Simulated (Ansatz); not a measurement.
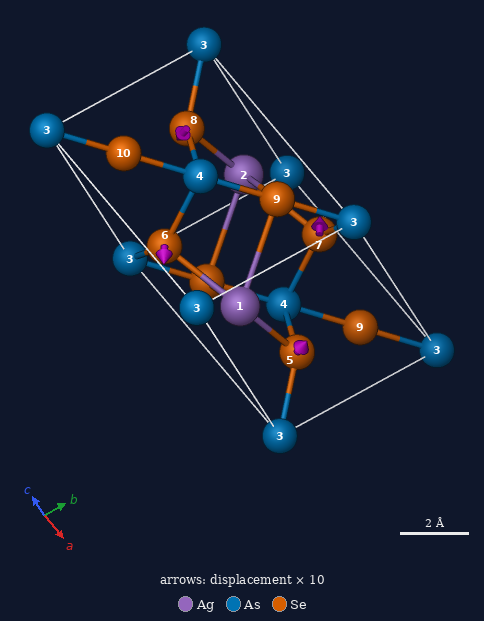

A relaxation of solid AgAsSe3 (built on the SrTiO3-140 type type). The starting structure is drawn; purple arrows show the displacements (the part carried along by the change of the cell is left out), 10 times their true length.

The picture is a ball-and-stick view of the cell of the calculation, seen from a free direction.

These are results of DFT, r2SCAN+rVV10, plane waves, PAW in Ansatz, not measurements. (plane-wave cutoff 500 eV; k-point mesh 6 × 6 × 6; occupations fermi dirac; smearing width 0.03 eV; no spin polarisation; cell and atoms relaxed; force threshold 0.01 eV/Å; at most 120 steps)

### Atoms of which element are displaced furthest, and by how much?

Selenium: up to 0.068 Å, against 0.000 Å for silver.

### Describe the change and its energy.

The largest moves relative to the cell, 0.068 Å, are those of Se5, Se6, Se7 and Se8. Se7 goes along [−1 1 0]. Ag and As stay in place. The volume changes by +3.7 %, with a = b = c 6.923 → 7.013 Å (+1.3 %), α 121.9° → 122.1°, β 121.9° → 122.1°, γ 86.7° → 86.4°. Some distances before and after: Se5–Se8 2.668 → 2.560 Å, As3–Se5 2.595 → 2.650 Å, As3–Se10 2.517 → 2.556 Å, Ag1–Se10 3.361 → 3.396 Å. Bond angles that change, for instance: As3–Se6–As4 132.6° → 129.9°, Ag1–Se6–Ag2 124.2° → 126.8°. The space group stays I4/mcm (No. 140). After 5 accepted moves (6 points after the start) the energy has fallen by 56.6 meV per cell of the calculation. Largest force component: 0.057 eV/Å at the start, 0.0011 eV/Å at the end. The pressure goes from 1.65 to −0.01 GPa. At 1 point the geometry stayed and the basis and grid were re-selected for the new cell (energy shift of 1.3 meV per cell of the calculation at most each time).
